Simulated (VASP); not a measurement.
Band structure of CdTe (space group P6_3mc). All values below come from modified Becke-Johnson potential (mBJ) with spin-orbit coupling, VASP's PBE PAW potentials (set 64) (plane waves; VASP 6.6.1).

mBJ is a potential without an energy functional, so only the levels count.

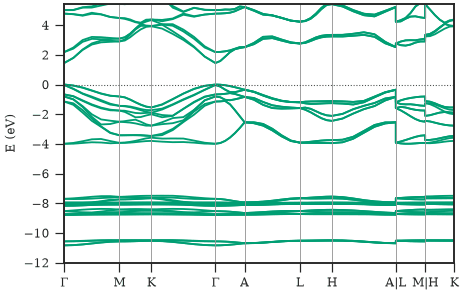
*Bands along high-symmetry lines, zero at the valence-band maximum or, without a gap, the Fermi level*

Q: Read the plot: is there a gap, and where are the band edges?

A: The gap is direct, 1.45 eV, from the valence maximum at Γ to the conduction minimum at Γ.

The structure comes from a computed database's CdTe entry (P6_3mc); how it stands against other phases isn't given here. It was relaxed first. The cell's shape comes from a PBE relaxation.
